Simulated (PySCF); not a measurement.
**C$_{7}$HO (HC7O radical) (doublet): density, localisation and related maps**

```xyz
9

C     3.8501    0.2809   -0.1070
C     2.6244    0.2071   -0.0763
C     1.2853    0.1266   -0.0391
C     0.0326    0.0495   -0.0049
C    -1.2739   -0.0331    0.0304
C    -2.5465   -0.1079    0.0666
C    -3.8360   -0.1927    0.1006
O    -5.0009   -0.2653    0.1324
H     4.9227    0.3451   -0.1363
```

Geometry: PBE0-D3(BJ)/def2-SVP.

Method: PySCF, UKS B3LYP, IGLO-III on C O, pcH-1 on H, non-relativistic, mean-field spin-orbit, GIAO.

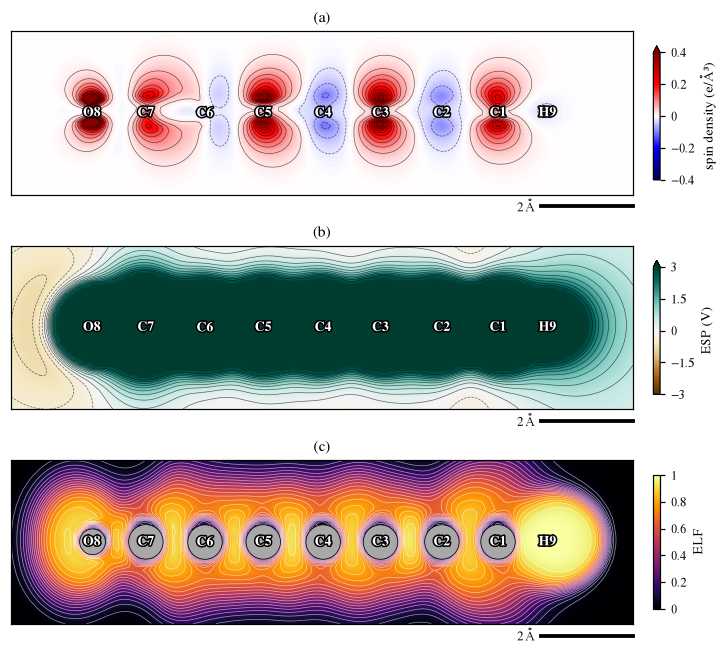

Figure 1. (a) spin density (α minus β); (b) molecular electrostatic potential; (c) ELF on a plane that holds the molecular axis. Grey discs cover the atomic cores in the ELF map.

> What do the fields say about this system?

- The plane passes through C, O and H nuclei.
- C–O (1.17 Å): the ELF peaks at about 0.85 between the atoms (a multiple bond).
- C–C (1.23 Å): the ELF peaks at about 0.90 between the atoms; a short, multiple covalent bond.
- C–H (1.07 Å): the ELF climbs to about 1 towards the hydrogen, as it does in any bond to H; a covalent bond by its length.
- C–C (1.28 Å): the ELF peaks at about 0.90 between the atoms; a short, multiple covalent bond.
- C–C (1.34 Å): the ELF peaks at about 0.95 between the atoms: a multiple bond.
- The ELF also peaks beside O8, away from the bonds: non-bonding electrons, paired or unpaired.
- The unpaired spin (1 electron) lies mostly on C3 (about 0.2), C5 (about 0.2), C1 (about 0.2), C7 (about 0.2) and O8 (about 0.1), in electrons by Hirshfeld's partition.
- Outside the dense part of the molecule the potential is most negative (−0.8 V) near O8.

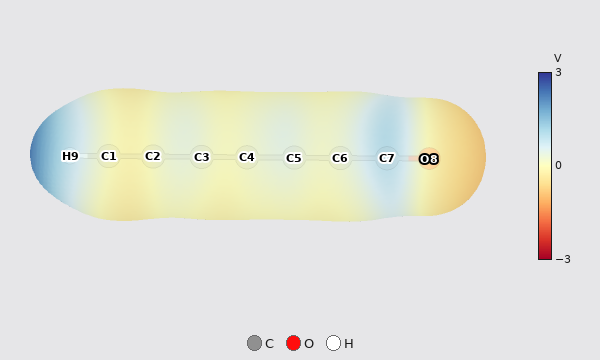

Figure 2. The electrostatic potential painted on the density surface at 0.002 e/bohr³, seen at a tilt; red is negative and blue positive.

> Describe the electrostatic potential map.

The most negative region (about −0.8 V) lies over O8, the most positive (about +2.2 V) over H9.
